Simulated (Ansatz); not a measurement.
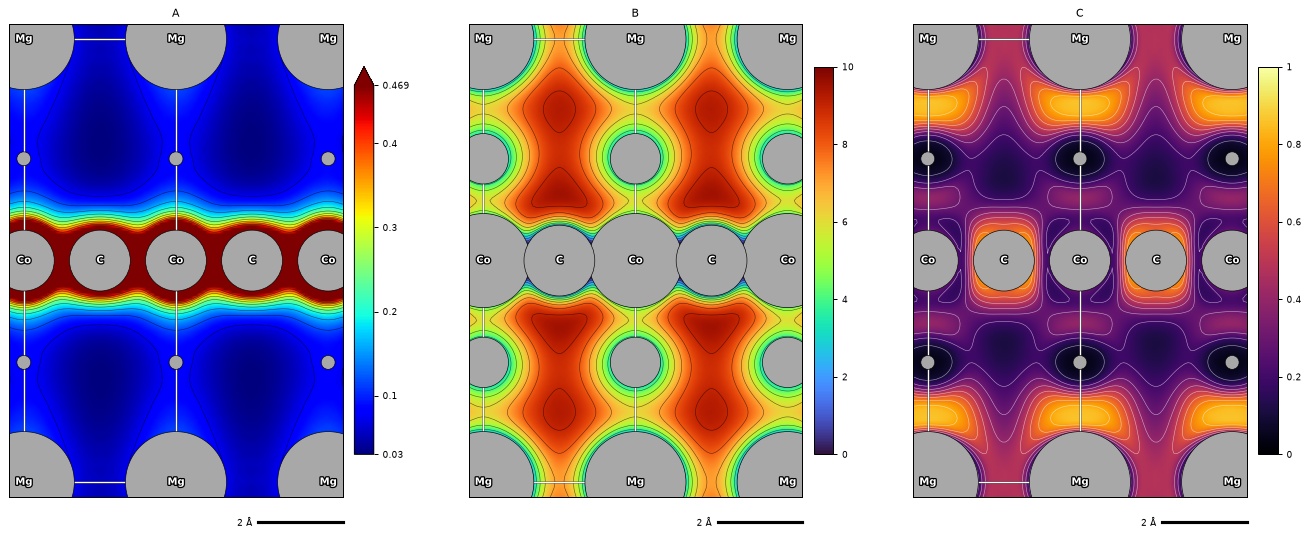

Mg3Co2C: 3 fields on the (011) plane of the conventional cell, with unlabelled colour scales. Grey discs cover the atomic cores.

Space group P4/mmm; a generated structure, not necessarily the stable one; computed without spin polarisation.

These are results of Ansatz, DFT PBE, scalar-relativistic, plane waves, PAW, not measurements.

Question: The panels show electron localisation function, electrostatic potential energy of an electron and valence pseudo-density in some order. Assign them.

Answer: Panel A: valence pseudo-density. Panel B: electrostatic potential energy of an electron (low next to the atoms, rising into the space between them). Panel C: electron localisation function.
